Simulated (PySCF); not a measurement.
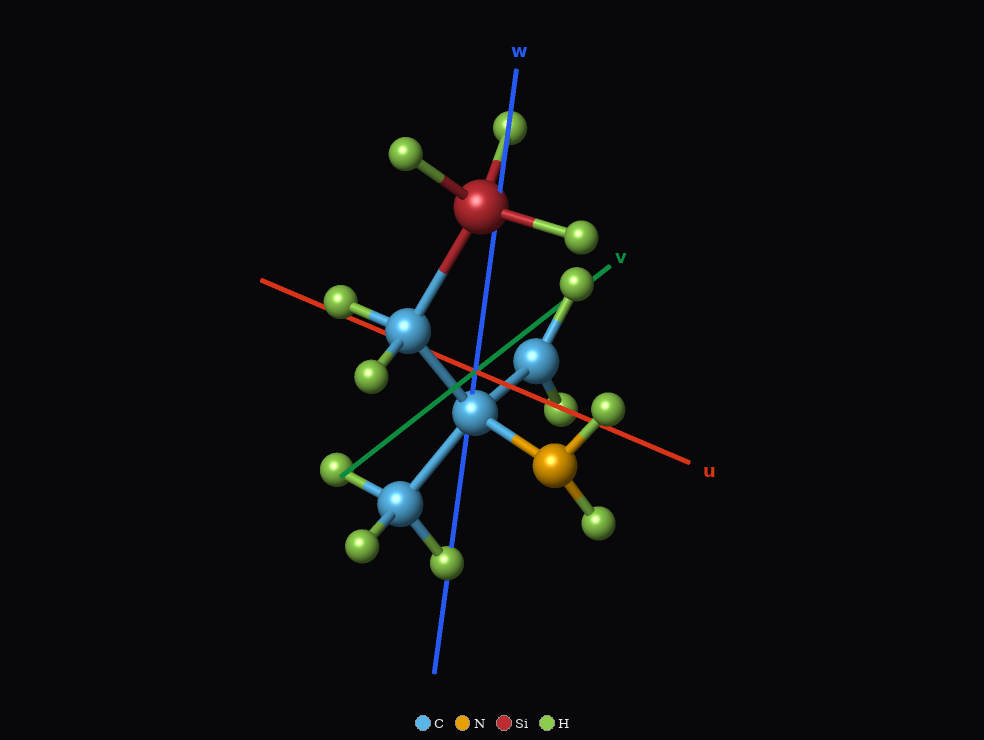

The lines u, v and w are the principal axes of the g tensor. State: neutral, doublet. The computed structure is the end point of a GFN2-xTB optimisation. No frequency run is at hand to confirm it as a minimum. Level of theory: UKS B3LYP, pcH-1 on C H N Si, non-relativistic, mean-field spin-orbit, GIAO (PySCF 2.14.0).

Along which axis does g lie farthest from the free-electron value?

Answer. Along v: the shift is 307 ppm.

Give the principal values and shifts.

```csv
axis,g,shift (ppm)
u,2.00211,−213
v,2.00263,307
w,2.00240,80
```

The geometry is semi-empirical. Around Si such bond lengths and angles can be off by a tenth of an ångström or more and by several degrees, and values that hang on the shape move with them.
